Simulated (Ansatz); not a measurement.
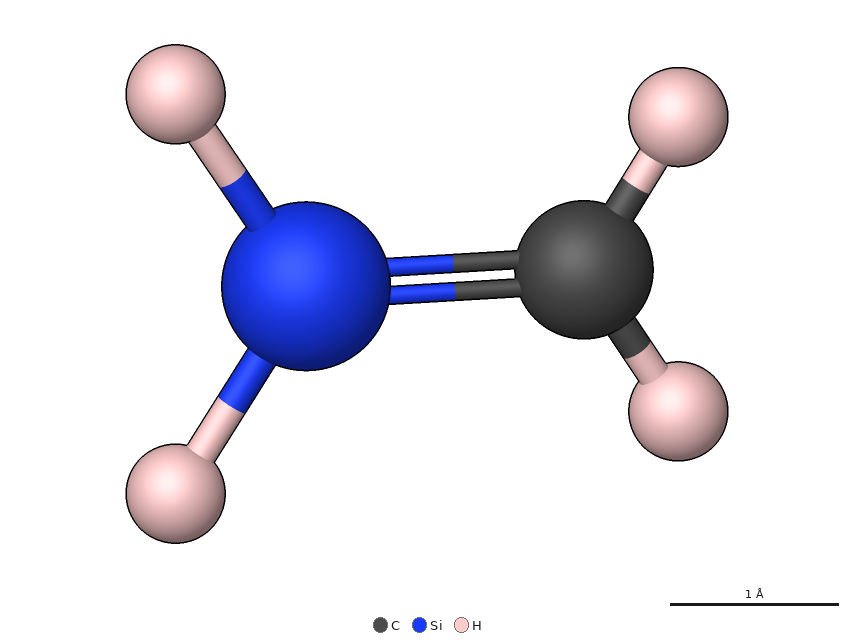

Double and triple bonds are drawn as two and three sticks.

Computed geometry: PBE0-D4/def2-TZVP optimisation. No frequency run is at hand to confirm it as a minimum.

**Count the atoms of each element.**

CH₄Si, 6 atoms: 1 carbon, 4 hydrogen and 1 silicon.

**Which point group does it belong to?**

C2v.

**Name functional groups in it.**

Among them: Si–H bond.

**Count the bonded pairs by element.**

2 C–H, 2 Si–H, 1 C–Si.

**What is its SMILES?**

C=[SiH2]

More results for the same structure follow; atom numbers are the same in all pictures, views and colours differ.

Charges

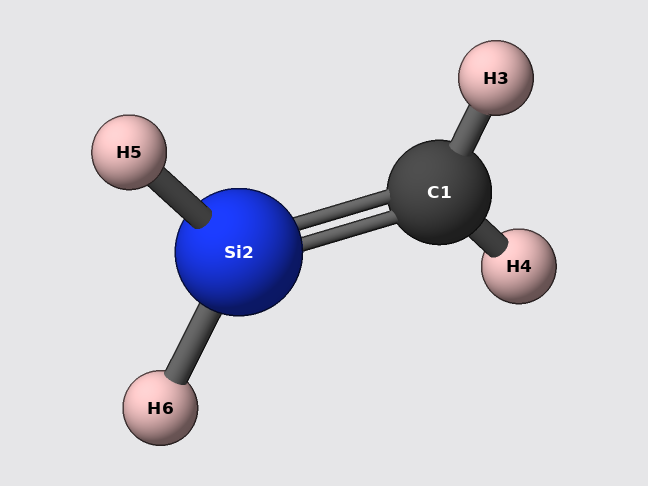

The questions are on Mulliken charges. No frequency run is at hand to confirm it as a minimum. Properties computed with RKS PBE0-D4/def2-TZVP (Ansatz 0.2.0).

List the Mulliken charges.

```tsv
atom	value (e)
C1	−0.46
Si2	0.15
H3	0.15
H4	0.15
H5	0.01
H6	0.01
```

Dipole moment

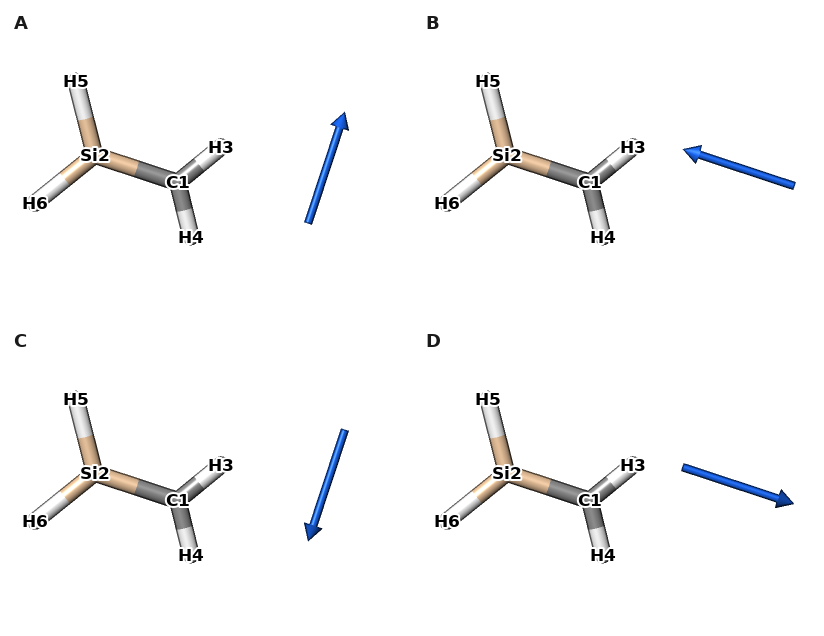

The same molecule four times, each with an arrow. No frequency run is at hand to confirm it as a minimum. Method: RKS PBE0-D4/def2-TZVP (Ansatz 0.2.0).

**Which arrow points along the dipole moment, from the negative to the positive end?**

B. The dipole moment is 0.75 D; it points from the side of H3, H4 to the side of H5, H6 (the outermost atoms at the two ends).

Electronic properties

No frequency run is at hand to confirm it as a minimum. Method: RKS PBE0-D4/def2-TZVPP (Ansatz 0.2.0).

**Give the LUMO energy (Kohn–Sham orbital) at this level.**

−1.24 eV.

**Estimate the HOMO energy (Kohn–Sham orbital).**

−6.62 eV.

Mulliken values depend strongly on the basis set and can even reverse the polarity of a bond.
